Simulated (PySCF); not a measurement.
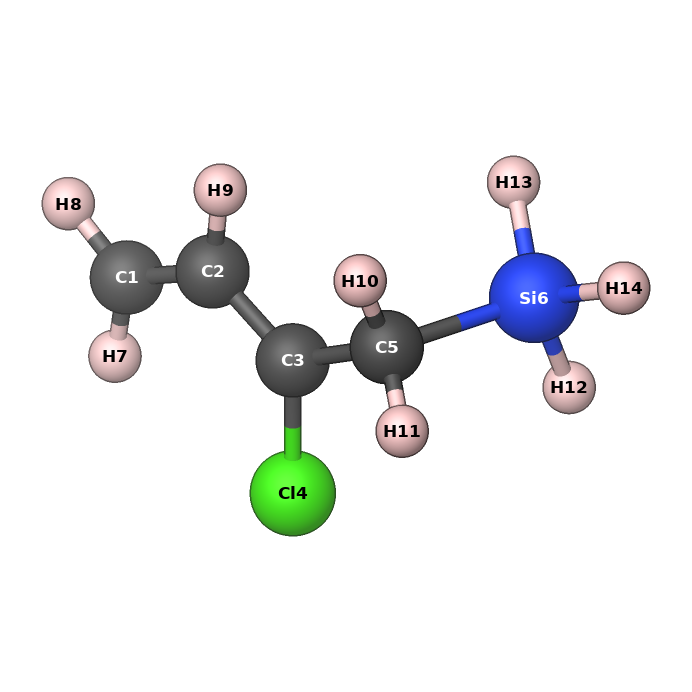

Charge 0, doublet. The geometry was computed by an optimisation with GFN2-xTB. No frequency run is at hand to confirm it as a minimum. Method: UKS B3LYP, pcH-1 on C Cl H Si, non-relativistic (PySCF 2.14.0). Fermi-contact and spin-dipolar terms alone, no spin-orbit part.

> Which nucleus has the largest dipolar (anisotropic) hyperfine coupling?

13C at C3: principal values −54.3, −53.1, 107.4 MHz.

List the isotropic and dipolar parts for the most strongly coupled nuclei, one of each equivalent set.

```json
{"atom": "C3", "isotope": "13C", "a_iso (MHz)": "69.4", "dipolar part (MHz)": "−54.3, −53.1, 107.4"}
{"atom": "C1", "isotope": "13C", "a_iso (MHz)": "48.4", "dipolar part (MHz)": "−46.2, −44.5, 90.7"}
{"atom": "C2", "isotope": "13C", "a_iso (MHz)": "−45.8", "dipolar part (MHz)": "−26.9, 10.4, 16.5"}
{"atom": "Cl4", "isotope": "35Cl", "a_iso (MHz)": "2.4", "dipolar part (MHz)": "−16.2, −8.7, 24.9"}
{"atom": "H8", "isotope": "1H", "a_iso (MHz)": "−37.9", "dipolar part (MHz)": "−22.6, −0.2, 22.9"}
{"atom": "H7", "isotope": "1H", "a_iso (MHz)": "−36.8", "dipolar part (MHz)": "−19.2, −1.3, 20.5"}
{"atom": "Si6", "isotope": "29Si", "a_iso (MHz)": "−75.0", "dipolar part (MHz)": "−14.3, 6.8, 7.5"}
{"atom": "H9", "isotope": "1H", "a_iso (MHz)": "10.3", "dipolar part (MHz)": "−5.1, −1.5, 6.6"}
```

The geometry is semi-empirical. Around Si such bond lengths and angles can be off by a tenth of an ångström or more and by several degrees, and values that hang on the shape move with them.
